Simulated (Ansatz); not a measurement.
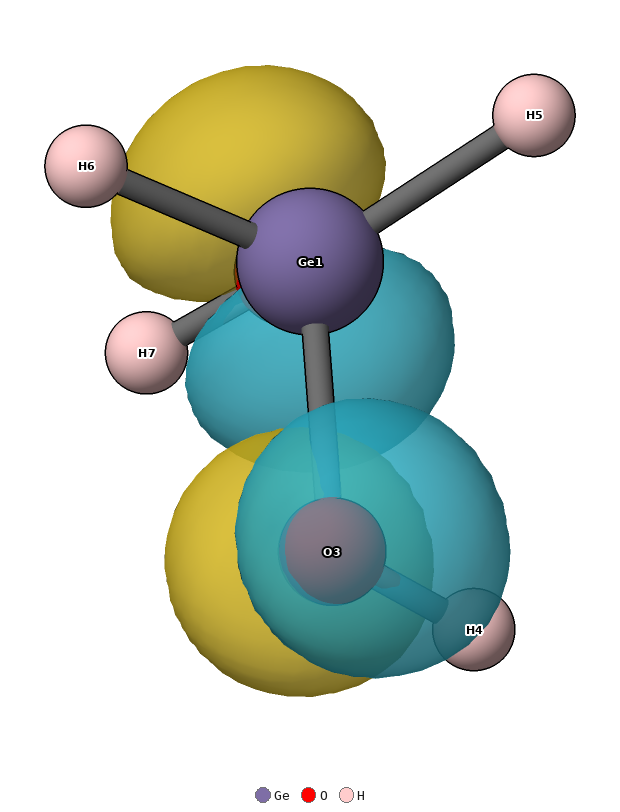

GeH4O2. One frontier orbital at ±0.15 Å⁻³ᐟ² (yellow and cyan are the two phases), seen at an oblique angle.

Theory: RKS BLYP/def2-SVP in Ansatz 0.2.0.

```yaml
atoms:
  - { symbol: Ge, position_ang: [-0.1067, -0.1276, 0.4774] }
  - { symbol: O, position_ang: [-0.2794, 1.5386, -0.2027] }
  - { symbol: O, position_ang: [0.4997, -1.2761, -0.7803] }
  - { symbol: H, position_ang: [1.3926, -1.0224, -1.0881] }
  - { symbol: H, position_ang: [0.9062, 0.0826, 1.6340] }
  - { symbol: H, position_ang: [-1.4679, -0.7541, 0.8789] }
  - { symbol: H, position_ang: [-0.9445, 1.5590, -0.9194] }
```

> Which orbital is it: HOMO or LUMO?

The HOMO, at −6.57 eV. It lies mainly on O2 (about 40 %), O3 (about 40 %) and Ge1 (about 10 %); largely a combination of lone pairs on O2 and O3.
